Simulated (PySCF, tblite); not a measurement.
# C7H6BO2 radical: geometry, infrared bands and EPR parameters

What infrared bands and EPR parameters should C7H6BO2 radical (`Bc1cc(=O)o[c]c1C=C`) show?

Computed with tblite 0.8.0 and PySCF 2.14.0, with density-fitted response routines of our own, on a single molecule in the gas phase. Atoms are numbered from 0 throughout.

### Step 1. The molecule as given

16 atoms, charge 0, multiplicity 2; geometry from: force field or distance geometry start.

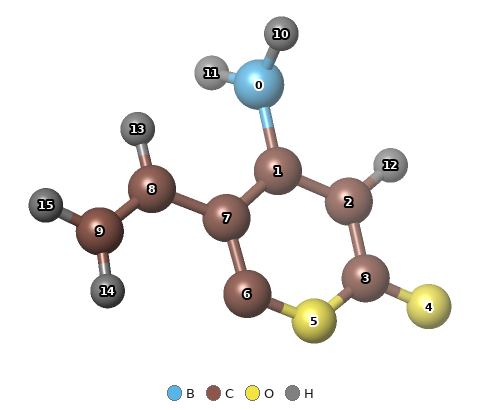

The starting geometry (boron blue, carbon brown, oxygen yellow, hydrogen grey), atoms numbered.

### Step 2. Relaxing the molecule with GFN2-xTB

Job settings and geometry (Å):

```
{"job": {"kind": "relax", "xc": "GFN2-xTB", "basis": "xTB"}, "charge": 0, "multiplicity": 2}
B      0.026300     2.129000     0.089000
C      0.577500     0.673900     0.005200
C      1.957600     0.449200    -0.023200
C      2.450100    -0.840000    -0.101800
O      3.680500    -1.061000    -0.123900
O      1.589900    -1.844600    -0.117600
C      0.287900    -1.668900    -0.080500
C     -0.274500    -0.410400    -0.006100
C     -1.723700    -0.234800     0.032800
C     -2.595600    -1.233500     0.014300
H     -0.049200     2.735800     1.107300
H     -0.488800     2.540700    -0.907300
H      2.649200     1.287300     0.001900
H     -2.121900     0.771000     0.080700
H     -2.314400    -2.264200    -0.038600
H     -3.658300    -1.020500     0.056300
```

Run with:

```bash
$ OMP_NUM_THREADS=1 python probes_run.py task.json out
```

One launch serves the whole session: the jobs run in the order shown.

Output:

```text
step      E/eV     max force
  0    -741.65284    4.463
  1    -741.92058    3.759
  2    -742.01882    1.441
  3    -742.04872    0.525
  4    -742.07007    0.455
  5    -742.08307    0.288
  6    -742.08929    0.183
  7    -742.09264    0.114
  8    -742.09415    0.111
  9    -742.09497    0.092
 10    -742.09571    0.085
 11    -742.09630    0.048
 12    -742.09652    0.041
 13    -742.09670    0.038
 14    -742.09690    0.042
 15    -742.09717    0.045
 16    -742.09745    0.054
 17    -742.09772    0.054
 18    -742.09797    0.048
 19    -742.09823    0.043
 20    -742.09852    0.045
 21    -742.09878    0.039
 22    -742.09903    0.042
 23    -742.09931    0.048
 24    -742.09967    0.056
 25    -742.10014    0.066
 26    -742.10074    0.069
 27    -742.10141    0.067
 28    -742.10201    0.057
 29    -742.10235    0.036
 30    -742.10250    0.023
 31    -742.10258    0.023
 32    -742.10264    0.022
 33    -742.10270    0.017
 34    -742.10275    0.018
 35    -742.10281    0.025
 36    -742.10286    0.029
 37    -742.10294    0.028
 38    -742.10304    0.023
 39    -742.10315    0.022
 40    -742.10326    0.031
 41    -742.10337    0.035
 42    -742.10349    0.036
 43    -742.10359    0.032
 44    -742.10367    0.018
 45    -742.10371    0.021
 46    -742.10375    0.016
 47    -742.10377    0.011
 48    -742.10379    0.010
 49    -742.10380    0.011
 50    -742.10382    0.013
 51    -742.10385    0.016
 52    -742.10389    0.018
 53    -742.10393    0.014
 54    -742.10395    0.015
 55    -742.10398    0.013
 56    -742.10402    0.018
 57    -742.10405    0.020
 58    -742.10409    0.016
 59    -742.10411    0.012
 60    -742.10413    0.012
 61    -742.10415    0.010
```

It took 0.43 s on 1 thread of Arm Neoverse V1, shared host; peak memory 0.18 GiB.

Along the way: (not every step is listed)

| step | energy from step 0 (eV) | largest force (eV/Å) |
| --- | --- | --- |
| 0 | 0.0000 | 4.4627 |
| 1 | -0.2677 | 3.7585 |
| 2 | -0.3660 | 1.4407 |
| 3 | -0.3959 | 0.5252 |
| 4 | -0.4172 | 0.4550 |
| 5 | -0.4302 | 0.2881 |
| 6 | -0.4365 | 0.1827 |
| 7 | -0.4398 | 0.1140 |
| 8 | -0.4413 | 0.1115 |
| 12 | -0.4437 | 0.0412 |
| 16 | -0.4446 | 0.0543 |
| 20 | -0.4457 | 0.0454 |
| 24 | -0.4468 | 0.0560 |
| 28 | -0.4492 | 0.0573 |
| 32 | -0.4498 | 0.0216 |
| 36 | -0.4500 | 0.0290 |
| 40 | -0.4504 | 0.0306 |
| 44 | -0.4508 | 0.0179 |
| 48 | -0.4510 | 0.0100 |
| 52 | -0.4511 | 0.0178 |
| 56 | -0.4512 | 0.0176 |
| 57 | -0.4512 | 0.0200 |
| 58 | -0.4513 | 0.0160 |
| 59 | -0.4513 | 0.0119 |
| 60 | -0.4513 | 0.0116 |
| 61 | -0.4513 | 0.0099 |

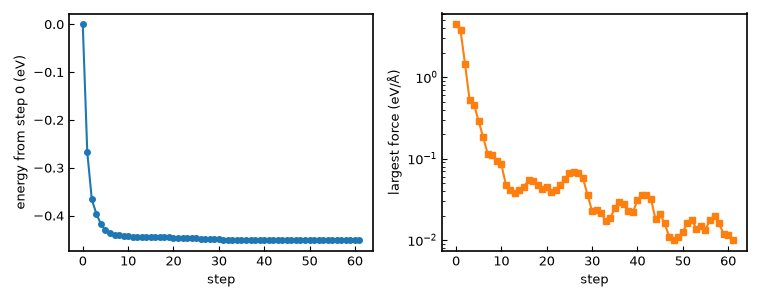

Energy and largest force along the relaxation.

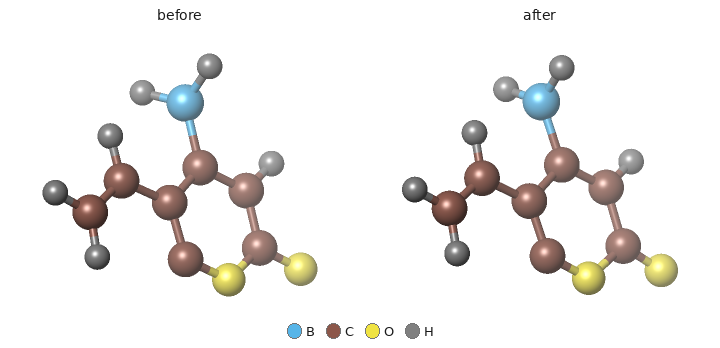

Before and after, at one scale.

Distances of close pairs at the start and the end, largest changes first:

| bond | before (Å) | after (Å) | change (Å) |
| --- | --- | --- | --- |
| C3–O5 | 1.323 | 1.422 | +0.100 |
| C1–C7 | 1.379 | 1.449 | +0.070 |
| C3–O4 | 1.250 | 1.200 | -0.051 |
| C2–C3 | 1.382 | 1.430 | +0.048 |
| O5–C6 | 1.314 | 1.274 | -0.040 |
| C1–C2 | 1.399 | 1.361 | -0.037 |
| C6–C7 | 1.380 | 1.352 | -0.029 |
| B0–H11 | 1.195 | 1.167 | -0.027 |

The end geometry stands in the next job.

### Step 3. Harmonic vibrations with GFN2-xTB

Job settings and geometry (Å):

```
{"job": {"kind": "ir", "xc": "GFN2-xTB", "basis": "xTB"}, "charge": 0, "multiplicity": 2}
B     -0.069406     2.089947     0.064965
C      0.615586     0.695303     0.011193
C      1.958429     0.477658    -0.036285
C      2.550629    -0.822691    -0.100338
O      3.708484    -1.133815    -0.142130
O      1.580842    -1.862942    -0.115390
C      0.329061    -1.630484    -0.066142
C     -0.294259    -0.433021     0.002487
C     -1.729766    -0.231631     0.055913
C     -2.630057    -1.205706     0.028191
H     -0.273131     2.590292     1.100001
H     -0.368842     2.612945    -0.934968
H      2.660605     1.296996    -0.031328
H     -2.032875     0.807719     0.119836
H     -2.326967    -2.236745    -0.035727
H     -3.685930    -1.004882     0.068309
```

Output:

```text
mode    cm-1     km/mol
  1      67.4      0.40
  2      95.3      0.34
  3     143.5      3.13
  4     158.7      2.68
  5     208.2      0.13
  6     232.2      0.31
  7     285.8      1.71
  8     371.9      0.84
  9     413.2      0.39
 10     447.9      3.93
 11     481.8      9.13
 12     498.1      0.29
 13     558.0      5.93
 14     647.0     18.80
 15     674.9     34.17
 16     683.8      7.84
 17     731.2     16.12
 18     768.9     14.70
 19     790.4     38.46
 20     796.7    162.53
 21     823.6      1.14
 22     884.7     13.36
 23    1005.4     18.99
 24    1009.5     10.61
 25    1040.7      8.28
 26    1071.5     14.63
 27    1144.6      8.47
 28    1163.4     40.13
 29    1243.9      0.93
 30    1285.0     10.85
 31    1313.0    121.55
 32    1391.9      8.91
 33    1477.6     43.29
 34    1596.4    110.20
 35    1672.0      5.13
 36    1772.7    919.26
 37    2646.2     67.55
 38    2692.1     73.97
 39    3026.2     31.16
 40    3093.5      4.17
 41    3112.6      5.67
 42    3144.7     24.48
```

It took 0.58 s on 1 thread of Arm Neoverse V1, shared host; peak memory 0.18 GiB.

Which atoms move in the most intense modes:

| cm⁻¹ | km/mol | atoms |
| --- | --- | --- |
| 797 | 162.5 | H11 31 %, H10 31 %, B0 24 % |
| 1163 | 40.1 | H12 26 %, C7 21 %, C1 18 %, B0 12 % |
| 1313 | 121.5 | C7 28 %, O5 25 %, C6 21 % |
| 1478 | 43.3 | C2 29 %, C1 26 %, C6 17 %, C7 17 % |
| 1596 | 110.2 | C6 31 %, C7 21 %, C1 20 %, C2 19 % |
| 1773 | 919.3 | C3 63 %, O4 35 % |
| 2646 | 67.5 | H10 49 %, H11 47 % |
| 2692 | 74.0 | H11 45 %, H10 44 %, B0 12 % |

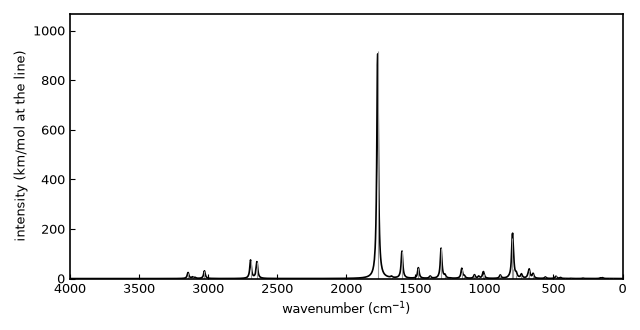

The infrared spectrum from these modes, unscaled. Lines are broadened to a width of 14 cm⁻¹ (Lorentzian).

### Step 4. EPR parameters: B3LYP/pcH-1

Settings changed since step 3:

```diff
@@ -1,2 +1,2 @@
-{"job": {"kind": "ir", "xc": "GFN2-xTB", "basis": "xTB"}, "charge": 0, "multiplicity": 2}
+{"job": {"kind": "epr", "basis": "pcH-1"}, "charge": 0, "multiplicity": 2}
 B     -0.069406     2.089947     0.064965
```

Method: UKS B3LYP, pcH-1 on B C H O, non-relativistic, mean-field spin-orbit, GIAO.

Output:

```text
UKS, coarse grid
  cycle   1  E = -445.33615834  |g| = 7.06e-01
  cycle   2  E = -443.92841518  |g| = 1.82e+00
  cycle   3  E = -445.43377300  |g| = 4.41e-01
  cycle   4  E = -445.52919303  |g| = 9.65e-02
  cycle   5  E = -445.53211040  |g| = 5.02e-02
  cycle   6  E = -445.53322937  |g| = 1.70e-02
  cycle   7  E = -445.53338412  |g| = 6.25e-03
  cycle   8  E = -445.53341434  |g| = 3.27e-03
  cycle   9  E = -445.53342628  |g| = 1.74e-03
  cycle  10  E = -445.53343105  |g| = 7.70e-04
UKS, final grid
  cycle   1  E = -445.53338195  |g| = 9.39e-04
  cycle   2  E = -445.53338149  |g| = 1.79e-03
  cycle   3  E = -445.53338306  |g| = 3.15e-04
  cycle   4  E = -445.53338326  |g| = 2.67e-04
  cycle   5  E = -445.53338351  |g| = 1.92e-04
  cycle   6  E = -445.53338355  |g| = 5.08e-05
  cycle   7  E = -445.53338355  |g| = 1.90e-05
E = -445.53338355 Eh   <S^2> = 0.7620 (exact 0.7500)
g shifts (ppm)      1          2          3
  rmc          -203       -203       -203
  gc             16         18        -75
  oz_so       -2193        -56       2090
  total       -2380       -241       1812
hyperfine (MHz)  atom isotope    a_iso     a_fc   dipolar eigenvalues
    0   11B      13.05      13.05     -2.44     -1.95      4.39
    1   13C      30.34      30.34     -6.76     -3.91     10.67
    2   13C      -3.33      -3.33     -8.61      1.84      6.76
    3   13C      11.68      11.68     -7.01     -5.63     12.64
    4   17O      -2.30      -2.30    -13.93      6.59      7.34
    5   17O    -103.75    -103.75    -25.35     11.81     13.53
    6   13C     482.54     482.54    -75.45    -51.31    126.77
    7   13C      41.42      41.42    -20.09     -5.55     25.64
    8   13C       9.16       9.16     -2.43      0.91      1.52
    9   13C      -2.56      -2.56     -6.96      2.84      4.12
   10    1H       1.19       1.19     -1.20     -0.81      2.01
   11    1H       1.13       1.13     -1.20     -0.81      2.01
   12    1H      17.12      17.12     -2.26      0.41      1.85
   13    1H      -2.02      -2.02     -2.10     -1.88      3.97
   14    1H       4.85       4.85     -5.25     -4.59      9.84
   15    1H       2.17       2.17     -1.56      0.18      1.38
```

It took 1.8 min on 1 thread of Arm Neoverse V1, shared host; peak memory 1.1 GiB.

Principal g values 1.99994, 2.00208, 2.00413; g(iso) = 2.00205, against 2.00232 for a free electron.

Hyperfine couplings; where a row names several nuclei, a(iso) is their mean (it holds for fast rotation or exchange) and the dipolar term the largest among them:

| nuclei | isotope | a(iso) (MHz) | a(iso) (G, at g = 2.0023) | largest dipolar term (MHz) |
| --- | --- | --- | --- | --- |
| C6 | 13C | 482.5 | 172.2 | 126.8 |
| O5 | 17O | -103.7 | -37.0 | -25.3 |
| C7 | 13C | 41.4 | 14.8 | 25.6 |
| C1 | 13C | 30.3 | 10.8 | 10.7 |
| H12 | 1H | 17.1 | 6.1 | -2.3 |
| B0 | 11B | 13.1 | 4.7 | 4.4 |
| C3 | 13C | 11.7 | 4.2 | 12.6 |
| C8 | 13C | 9.2 | 3.3 | -2.4 |
| H14 | 1H | 4.8 | 1.7 | 9.8 |
| C2 | 13C | -3.3 | -1.2 | -8.6 |
| C9 | 13C | -2.6 | -0.9 | -7.0 |
| O4 | 17O | -2.3 | -0.8 | -13.9 |
| H15 | 1H | 2.2 | 0.8 | -1.6 |
| H13 | 1H | -2.0 | -0.7 | 4.0 |

Mulliken spin populations:

B0 0.02; C1 0.06; C2 -0.03; C3 0.03; O4 0.04; O5 0.03; C6 0.93; C7 -0.09; C8 0.03; C9 -0.03; H10 0.00; H11 0.00; H12 0.01; H13 0.00; H14 0.00; H15 0.00

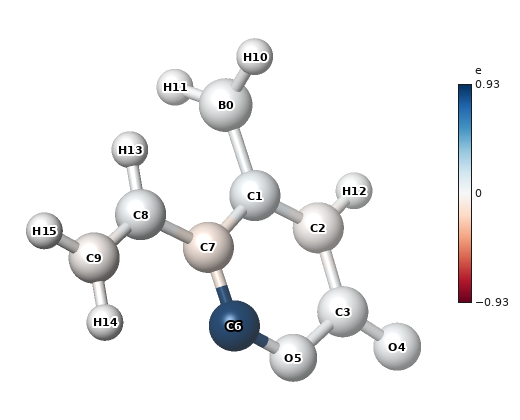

Mulliken spin populations, as colours on the atoms.

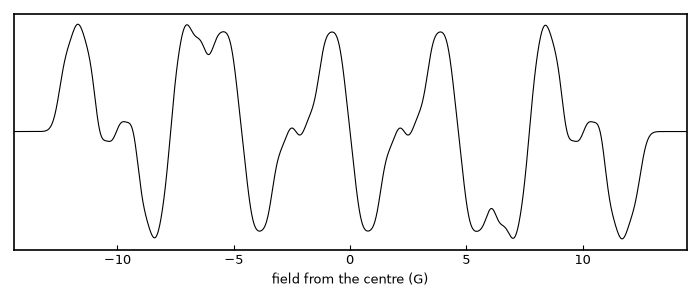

First-order isotropic spectrum (first derivative, main isotopes with spin only, couplings over 0.8 MHz, Gaussian width 0.3 G; couplings of the frozen geometry, rotation of groups not averaged beyond the rows shown).

The fields below are evaluated on a grid from the run's orbitals.

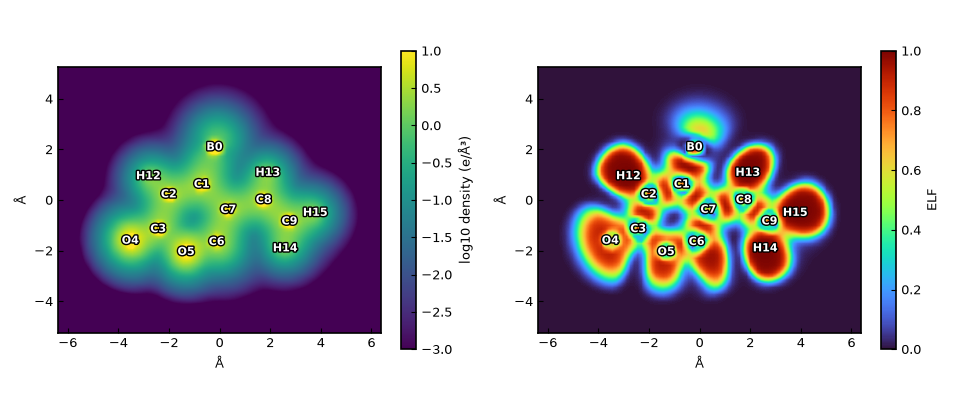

Density (left) and ELF (right) in a plane through or near 14 of the atoms.

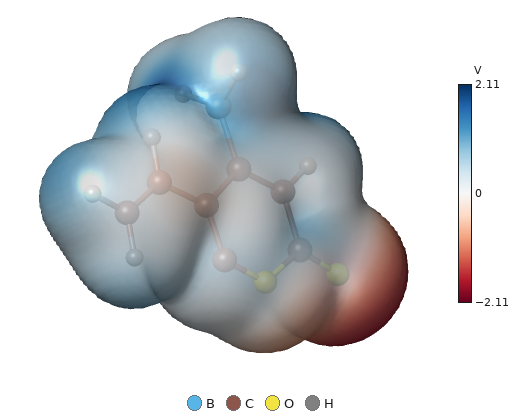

The potential that a unit positive charge feels on the 0.002 e/bohr³ surface, from -1.68 V near O4 to 2.11 V near B0.

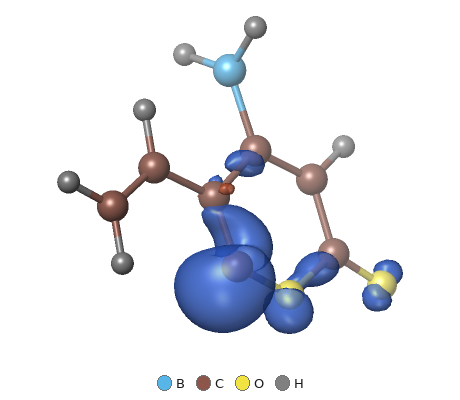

Spin density at ±0.05 e/Å³ (alpha excess blue, beta excess red).

### Step 5. What came out

```
                                                                  quantity                  value
                                 strongest single infrared mode (GFN2-xTB)  1773 cm⁻¹, 919 km/mol
                                              zero-point energy (GFN2-xTB)          66.7 kcal/mol
                                                            g(iso) (B3LYP)                2.00205
                                                                      ⟨S²⟩     0.762 (exact 0.75)
                                        largest a(iso) (averaged by class)   13C on C6, 482.5 MHz
potential on the surface of density 0.002 e/bohr³, 1st and 99th percentile     -1.68 V and 2.11 V
```

**Reading.** The optimisation took 61 steps and gained 0.451 eV; among the close pairs (by a distance rule), C3–O5 changed most, from 1.323 to 1.422 Å. All 42 modes are real, so the xTB geometry is a minimum. The strongest single mode, at 1773 cm⁻¹, moves mainly C3 and O4. GFN2-xTB is a fitted tight-binding method: band positions and strengths are rough. Its intensities can rank the bands wrongly. Most of the unpaired spin sits on C6 (0.93 e). The isotropic g lies 0.3 ppt below the free-electron value. The conformer search found further structures of the same energy, which may be mirror or relabelled copies of this one.
